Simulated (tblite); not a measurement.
**C$_{4}$H$_{9}$ClSSi: relaxed scan**

C$_{4}$H$_{9}$ClSSi, computed with GFN2-xTB relaxed scan under a harmonic restraint, gas phase (tblite 0.8.0).

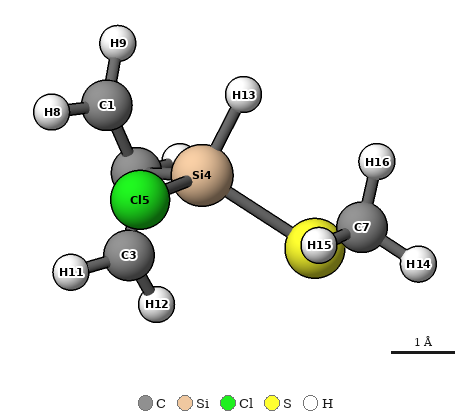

**Figure 1.** The structure (ball-and-stick view, seen at a tilt; atoms are numbered from 1 in the order of the input).

### Input
```
{"job": {"xc": "GFN2-xTB", "basis": "xTB", "coordinate": [["d", [3, 2], 1], ["d", [3, 0], -1]], "kind": "drive"}, "charge": 0, "multiplicity": 1}
C     -2.168954     0.017475     0.782233
C     -1.827483     0.593957    -0.429238
C     -1.251846    -0.176185    -1.479607
Si    -0.040334    -0.153174     0.314717
Cl     0.192034    -2.157097     0.478065
S      1.619520     0.858580    -0.659824
C      2.962490     0.156403     0.336286
H     -2.523318    -0.998667     0.804710
H     -2.529879     0.641571     1.580429
H     -1.755785     1.671140    -0.483909
H     -1.660072    -1.159769    -1.659085
H     -0.965663     0.353292    -2.374330
H      0.242724     0.321244     1.698998
H      3.892499     0.517672    -0.087693
H      2.915075    -0.925977     0.280245
H      2.867143     0.488503     1.364919
```

The first line tells a small driver script what to run in tblite; the rest is the geometry in Å.

Run as:
```bash
OMP_NUM_THREADS=1 python <driver script> task.json out
```

### Log
```
point  coordinate     E/eV
  0      0.172     -616.17556
  1      0.410     -616.58856
  2      0.556     -616.90131
  3      0.699     -617.17002
  4      0.839     -617.38099
  5      0.979     -617.53836
  6      1.121     -617.66658
  7      1.262     -617.72791
```

### Summary

```json
{"quantity": "outcome", "value": "converged"}
{"quantity": "hardware", "value": "1 CPU thread, shared host"}
{"quantity": "wall time", "value": "2.1 s"}
{"quantity": "peak memory", "value": "0.19 GiB"}
```
